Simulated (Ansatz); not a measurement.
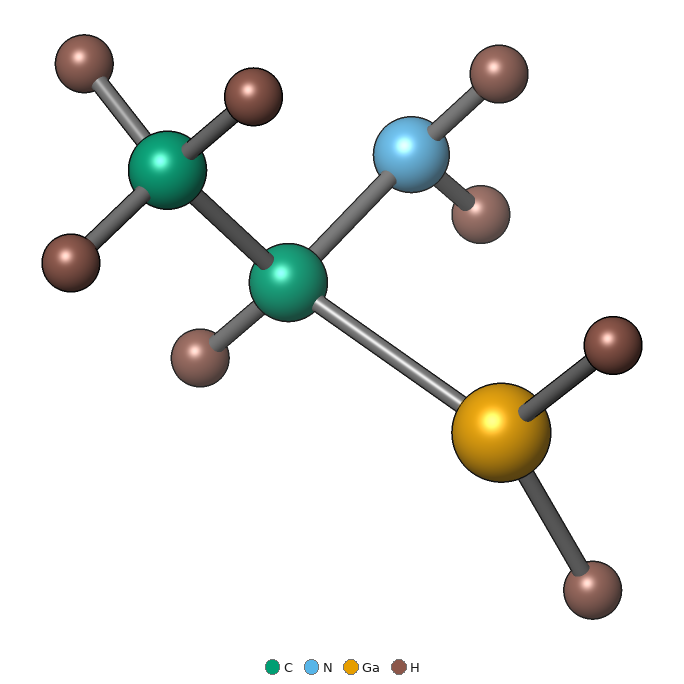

Computed geometry: PBE0-D4/def2-TZVP optimisation. Program: Ansatz 0.2.0.

At this fixed geometry, give vertical IP (eV) at these levels: B2PLYP (frozen core)/def2-TZVPP; B3LYP-D4/def2-TZVPP; CCSD(T)/CBS (MP2 limit from def2-TZVPP and def2-QZVPP plus CCSD(T) − MP2); PBE-D4/def2-TZVPP; PBE0-D4/def2-TZVPP; r2SCAN-D4/def2-TZVPP; ωB97M-V/def2-TZVPP; ωB97X-V/def2-TZVPP.

```
                                                                    level  vertical IP (eV)
                                          B2PLYP (frozen core)/def2-TZVPP              8.16
                                                      B3LYP-D4/def2-TZVPP              8.21
CCSD(T)/CBS (MP2 limit from def2-TZVPP and def2-QZVPP plus CCSD(T) − MP2)              8.39
                                                        PBE-D4/def2-TZVPP              8.04
                                                       PBE0-D4/def2-TZVPP              8.12
                                                     r2SCAN-D4/def2-TZVPP              8.03
                                                       ωB97M-V/def2-TZVPP              8.21
                                                       ωB97X-V/def2-TZVPP              8.19
```
